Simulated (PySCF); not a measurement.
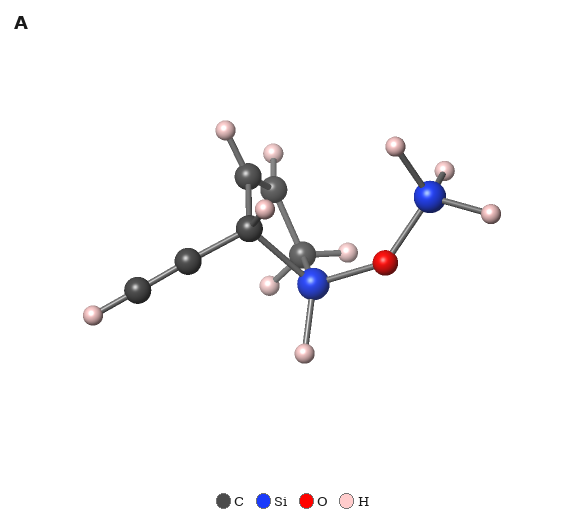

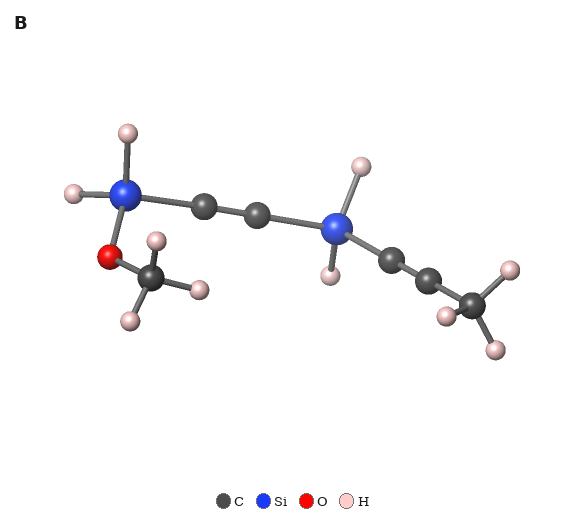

2 stationary structures of one formula. Geometries: PBE0-D3(BJ)/def2-SVP. Electronic energies: PBE0/def2-SVPD (PySCF 2.14.0), without zero-point energy. No frequency run is at hand to confirm each as a minimum. Each is one conformer, not always the lowest.

> How are they related?

They are constitutional isomers of C6H10OSi2: A `C#C[C@@H]1C=CC[Si@H]1O[SiH3]`, B `CC#C[SiH2]C#C[SiH2]OC`.

> Which structure is the most stable?

A is lowest; B lies 190.3 kJ/mol above it.

Give E(B) − E(A) in kJ/mol at these levels too: PBE0/pcSseg-1; PBE0-D3(BJ)/def2-SVP; mPW1PW91/pcSseg-1; PBE0/def2-SVPD.

| level | E(B) − E(A) (kJ/mol) |
| --- | --- |
| PBE0/pcSseg-1 | +178.6 |
| PBE0-D3(BJ)/def2-SVP | +203.4 |
| mPW1PW91/pcSseg-1 | +172.3 |
| PBE0/def2-SVPD | +190.3 |
